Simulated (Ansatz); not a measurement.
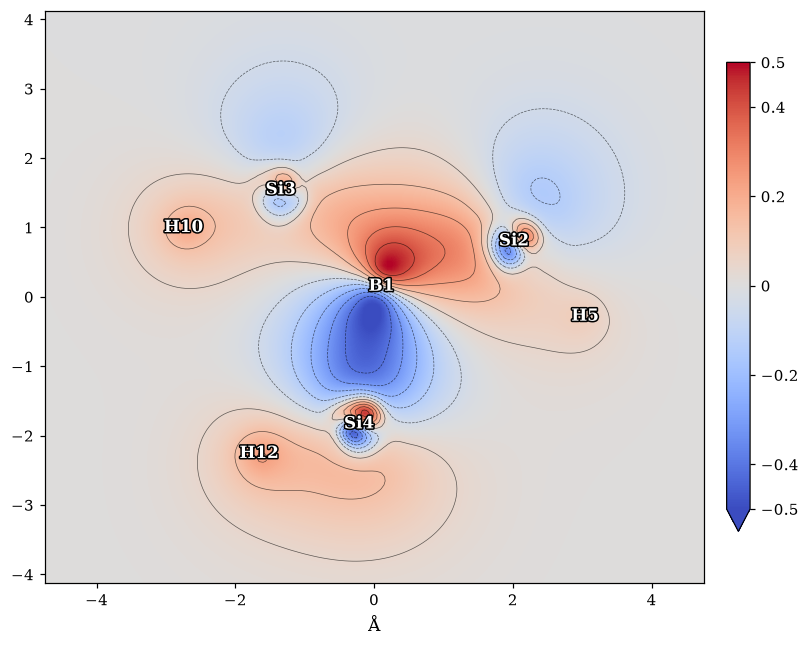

BH₉Si₃. The HOMO on the plane of atoms Si2, B1 and Si3 (values in Å⁻³ᐟ²; the overall sign is arbitrary).

Geometry: PBE0-D4/def2-SVP.

Method: Ansatz, isolated molecule in a Gaussian basis; Kohn-Sham density functional theory, functional PBE0.

```yaml
atoms:
  - { symbol: B, position_ang: [1.7129, -1.4130, 0.9100] }
  - { symbol: Si, position_ang: [0.9164, -0.6245, 2.5860] }
  - { symbol: Si, position_ang: [1.1816, -3.2943, 0.4292] }
  - { symbol: Si, position_ang: [2.9745, -0.2784, -0.1676] }
  - { symbol: H, position_ang: [1.3661, 0.7694, 2.8940] }
  - { symbol: H, position_ang: [1.2628, -1.4973, 3.7555] }
  - { symbol: H, position_ang: [-0.5778, -0.6149, 2.4535] }
  - { symbol: H, position_ang: [-0.3097, -3.3532, 0.2769] }
  - { symbol: H, position_ang: [1.5553, -4.2082, 1.5586] }
  - { symbol: H, position_ang: [1.8010, -3.8236, -0.8253] }
  - { symbol: H, position_ang: [2.2585, 0.9807, -0.5602] }
  - { symbol: H, position_ang: [3.5288, -0.9124, -1.4039] }
  - { symbol: H, position_ang: [4.1207, 0.1169, 0.7171] }
```

**Where does this orbital lie, and at what energy?**

By Hirshfeld shares it lies mainly on B1 (about 30 %), Si4 (about 25 %), Si2 (about 15 %) and Si3 (about 10 %). Its energy is −8.00 eV.
